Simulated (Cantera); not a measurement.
Feed: 1 mol c-C4F8, 0.019 mol CH4, 16 mol H2, held at 0.100 bar.

Cantera equilibrium calculation (NASA polynomials, part measured and part estimated; ideal gas, pure solids and liquids). Candidate condensed phases: C, C6H6, C7H8, C8H18; 95 gas species. The feed counts by its element totals alone. The numbers say what is thermodynamically allowed, not how fast it happens.

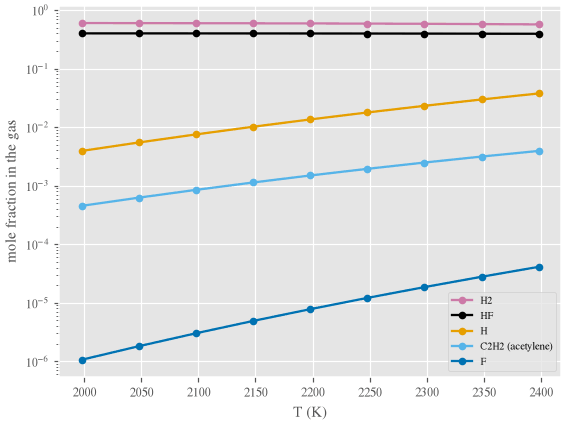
Figure. Equilibrium gas composition (values under 1e-9 drawn at 1e-9)

Question: Read off the mole fractions at 2348 K.

Answer: H2 about 0.57, HF about 0.39, H about 0.030, C2H2 (acetylene) about 0.0031, F about 2.8e-5.
